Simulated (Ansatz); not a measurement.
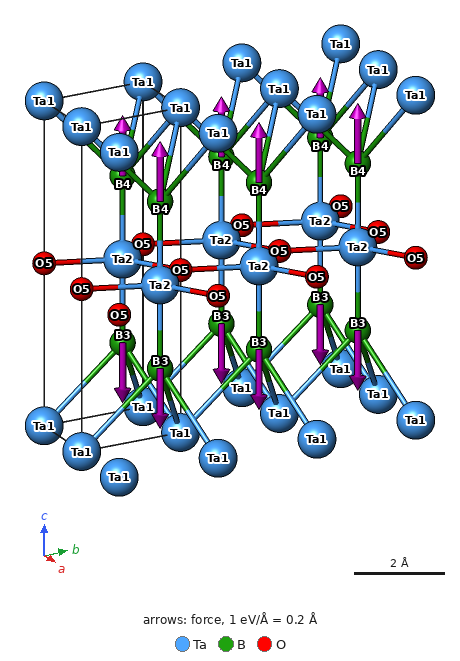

Starting geometry of solid Ta$_{2}$B$_{2}$O (a generated structure, set up in P-6m2) (coarse preliminary run) with the computed forces as purple arrows. The picture is a ball-and-stick view of the cell of the calculation, repeated 2 × 3 × 1 with one cell outlined, seen slightly off an axis.

All numbers below come from DFT PBE, scalar-relativistic, plane waves, PAW in Ansatz. (plane-wave cutoff 420 eV; k-point mesh 6 × 6 × 4; occupations gaussian; smearing width 0.1 eV; no spin polarisation; cell and atoms relaxed; force threshold 0.04 eV/Å; at most 70 steps)

### What follows when this structure is relaxed?

It isn't relaxed: the largest force vector, on B atoms, is 6.88 eV/Å. The atoms end up moving mostly along the starting forces (cosine between the two patterns 1.00). After 8 accepted moves (10 points after the start) the energy has fallen by 6.205 eV per cell of the calculation. The largest force component goes from 6.9 to 0.013 eV/Å. The pressure goes from 38.70 to 0.25 GPa. At 2 points the geometry stayed and the basis and grid were re-selected for the new cell (energy shift of 92.6 meV per cell of the calculation at most each time). The largest moves relative to the cell, 0.66 Å, are those of B3 and B4. B3 goes along −c. Ta and O stay in place. The volume changes by +8.5 %, with a = b 3.136 → 3.592 Å (+14.5 %), c 7.365 → 6.095 Å (−17.2 %). Some distances before and after: B3–B4 3.578 → 1.645 Å, Ta1–O5 3.682 → 3.047 Å, Ta1–Ta1 3.136 → 3.592 Å, Ta2–B3 1.893 → 2.225 Å. New bonds form: B3–B4 (3.58 → 1.65 Å). Bond angles that change, for instance: Ta1–B3–Ta1 76.1° → 107.2°, B3–Ta1–B3 76.1° → 107.2°, Ta1–B3–Ta2 134.7° → 111.6°. The space group stays P-6m2 (No. 187).
